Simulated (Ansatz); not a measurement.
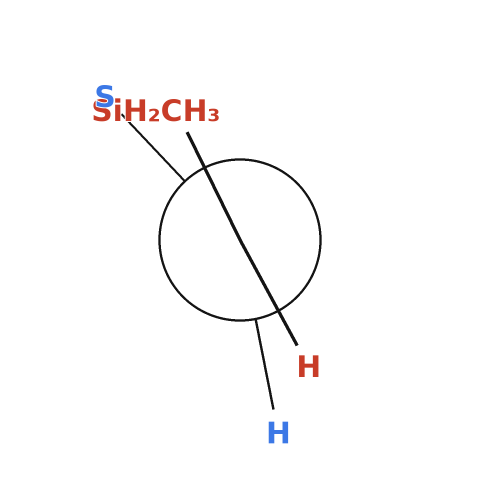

A Newman projection along the N–C bond, nitrogen in front; angles are drawn as computed, but eclipsed bonds slightly apart. The geometry was computed by an optimisation with PBE-D4/def2-SVP. No frequency run is at hand to confirm it as a minimum.

Which molecule is it?

C2H7NSSi, C[SiH2]NC=S

What is the torsion angle from the front SiH2CH3 to the back S? The sign is positive where the front bond must turn clockwise to cover the back bond.

−1°, synperiplanar (eclipsed).
